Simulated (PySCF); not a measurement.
Input file:

```
{"job": {"kind": "uv", "xc": "PBE0", "basis": "def2-SVPD", "nstates": 6, "ntriplets": 2}, "charge": 0, "multiplicity": 1}
C     -3.237681     0.021546    -0.491206
C     -2.019740    -0.562748     0.214025
C     -0.768668     0.280773    -0.018035
C      0.457225    -0.299439     0.687875
C      1.692891     0.527210     0.422078
C      2.475578     0.311463    -0.837405
C      3.051531    -0.102247     0.483317
H     -3.064391     0.080717    -1.563490
H     -3.447794     1.023737    -0.124137
H     -4.115006    -0.597791    -0.319357
H     -1.843274    -1.577405    -0.150821
H     -2.216967    -0.628366     1.286743
H     -0.944928     1.296851     0.343386
H     -0.565439     0.342515    -1.089664
H      0.269300    -0.340251     1.764744
H      0.623457    -1.321363     0.339701
H      1.612785     1.549015     0.774821
H      2.900654     1.166700    -1.340301
H      2.147851    -0.466230    -1.510511
H      3.112716    -1.158035     0.700875
H      3.870981     0.470289     0.890998
```

Command:

```sh
OMP_NUM_THREADS=1 python probes_run.py task.json out
```

Geometry: GFN2-xTB.

All numbers below come from PBE0/def2-SVPD, SCF density, gas phase in PySCF 2.14.0.

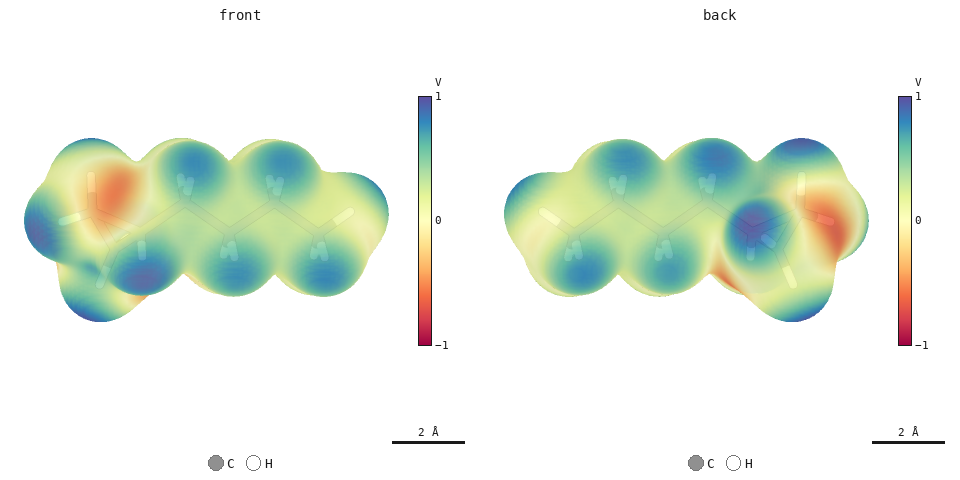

C7H14 (butylcyclopropane). The molecular electrostatic potential painted on the density surface at 0.004 e/bohr³, seen from the front and from behind; the colour scale runs from red (negative) to blue (positive).

Where is the surface potential most negative and most positive?

Answer. The most negative region (about −0.6 V, or −14 kcal/mol for a unit charge) lies over C5, C6 and C7, the most positive (about +0.9 V, or +21 kcal/mol for a unit charge) over the H atoms.
